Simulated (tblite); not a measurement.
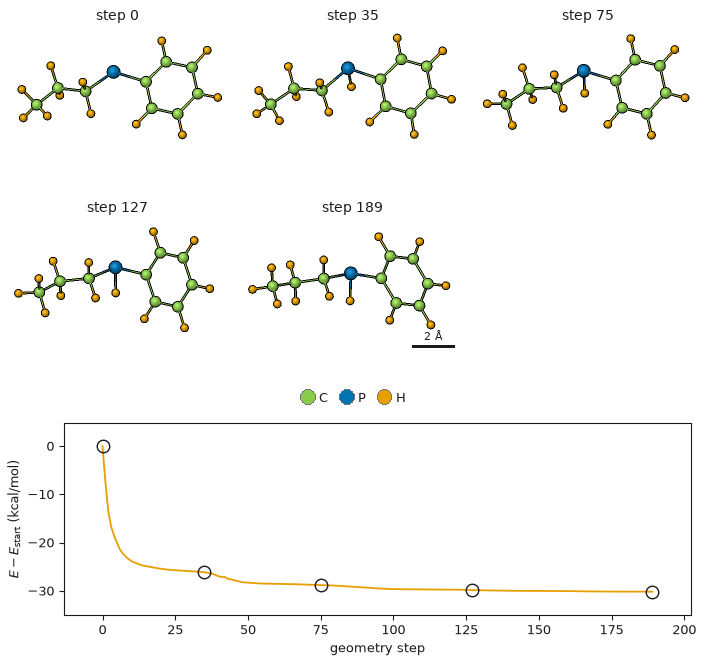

Frames of a relaxation of C₉H₁₃P, marked on the history of the run. The picture is a ball-and-stick view, seen at a tilt.

Computed with GFN2-xTB geometry optimisation, gas phase in tblite. 

### What happens along the run?

The energy falls by 30.2 kcal/mol in 189 geometry steps. The largest move after the best rigid fit is that of an H atom, 1.76 Å. By element the largest moves are H 1.76 Å, C 0.89 Å, P 0.76 Å. Near-neighbour distances that change, for instance: C–H 1.142 → 1.088 Å, C–H 1.107 → 1.081 Å, C–P 1.841 → 1.867 Å, C–H 1.116 → 1.093 Å. Bond angles that change, for instance: C–P–H 115.5° → 95.0°, C–P–H 115.4° → 95.1°, C–P–C 107.2° → 97.5°. Groups turn about C–C by about 50°. The run took 1.8 s on 1 thread of Arm Neoverse V1, with other jobs on the host. From step 0 to 35: an H atom moves most (0.74 Å), energy −26.2 kcal/mol. From step 35 to 75: an H atom moves most (0.59 Å), energy −2.65 kcal/mol. From step 75 to 127: an H atom moves most (0.73 Å), energy −1.04 kcal/mol. From step 127 to 189: an H atom moves most (0.71 Å), energy −0.33 kcal/mol.

```json
{"step": "0", "E − E(0), kcal/mol": "0.00"}
{"step": "1", "E − E(0), kcal/mol": "-7.53"}
{"step": "2", "E − E(0), kcal/mol": "-13.57"}
{"step": "3", "E − E(0), kcal/mol": "-16.78"}
{"step": "4", "E − E(0), kcal/mol": "-18.62"}
{"step": "5", "E − E(0), kcal/mol": "-20.09"}
{"step": "6", "E − E(0), kcal/mol": "-21.46"}
{"step": "7", "E − E(0), kcal/mol": "-22.27"}
{"step": "8", "E − E(0), kcal/mol": "-22.94"}
{"step": "9", "E − E(0), kcal/mol": "-23.45"}
{"step": "10", "E − E(0), kcal/mol": "-23.85"}
{"step": "19", "E − E(0), kcal/mol": "-25.33"}
{"step": "29", "E − E(0), kcal/mol": "-25.88"}
{"step": "38", "E − E(0), kcal/mol": "-26.53"}
{"step": "48", "E − E(0), kcal/mol": "-28.23"}
{"step": "57", "E − E(0), kcal/mol": "-28.52"}
{"step": "67", "E − E(0), kcal/mol": "-28.65"}
{"step": "76", "E − E(0), kcal/mol": "-28.83"}
{"step": "85", "E − E(0), kcal/mol": "-29.12"}
{"step": "95", "E − E(0), kcal/mol": "-29.52"}
{"step": "104", "E − E(0), kcal/mol": "-29.69"}
{"step": "114", "E − E(0), kcal/mol": "-29.73"}
{"step": "123", "E − E(0), kcal/mol": "-29.78"}
{"step": "132", "E − E(0), kcal/mol": "-29.92"}
{"step": "142", "E − E(0), kcal/mol": "-30.00"}
{"step": "151", "E − E(0), kcal/mol": "-30.02"}
{"step": "161", "E − E(0), kcal/mol": "-30.06"}
{"step": "170", "E − E(0), kcal/mol": "-30.14"}
{"step": "180", "E − E(0), kcal/mol": "-30.17"}
{"step": "189", "E − E(0), kcal/mol": "-30.18"}
```
